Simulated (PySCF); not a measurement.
## Electronic structure of C4H5FNSi (doublet) in real space

The calculation's input:

```
{"job": {"kind": "epr", "basis": "pcH-1"}, "charge": 0, "multiplicity": 2}
N     -2.235304     0.279335    -0.403697
Si    -0.808944     0.428220     0.542054
C      0.118983    -1.104278     1.145869
C      1.326767    -1.179310     0.614071
C      1.612614    -0.104713    -0.343910
F      2.817008    -0.110903    -0.953649
C      0.672389     0.809836    -0.574329
H     -2.209890    -0.249507    -1.260772
H     -3.116411     0.148718     0.063569
H     -1.069516     1.388680     1.605701
H      2.077380    -1.931087     0.799767
H      0.816122     1.624322    -1.260701
```

Launched as:

```sh
OMP_NUM_THREADS=1 python probes_run.py task.json out
```

Geometry: GFN2-xTB.

These are results of UKS B3LYP, pcH-1 on C F H N Si, non-relativistic, mean-field spin-orbit, GIAO in PySCF 2.14.0, density-fitted response routines, not measurements.

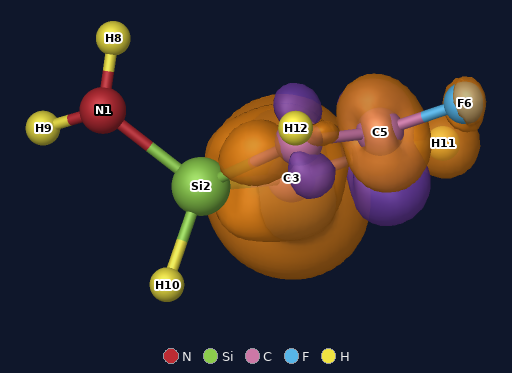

Figure 1. Isosurfaces of the spin density (α minus β) at +0.015 (orange) and −0.015 e/Å³ (purple), seen from one side.

Which atoms carry the spin?

Answer. The unpaired spin (1 electron) lies mostly on C3 (about 0.8) and Si2 (about 0.1), in electrons by Hirshfeld's partition.

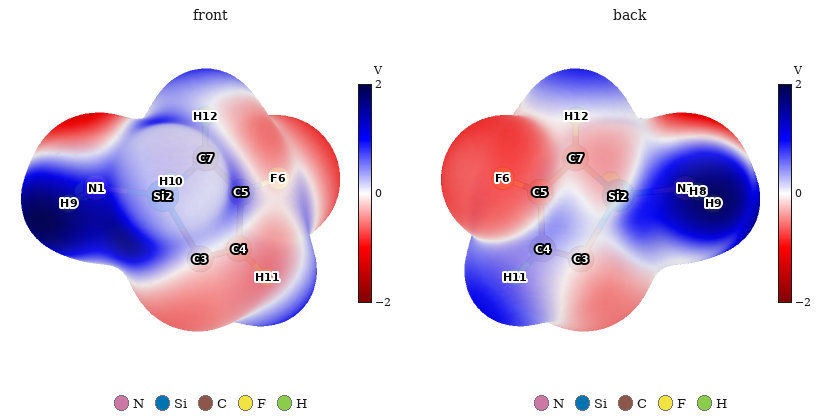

Figure 2. The electrostatic potential painted on the density surface at 0.002 e/bohr³, seen from the front and from behind; the colour scale runs from red (negative) to blue (positive).

Describe the electrostatic potential map.

Answer. The most negative region (about −1.1 V, or −25 kcal/mol for a unit charge) lies over N1, the most positive (about +1.9 V, or +44 kcal/mol for a unit charge) over H8 and H9. N1 is the likeliest acceptor of a hydrogen bond.
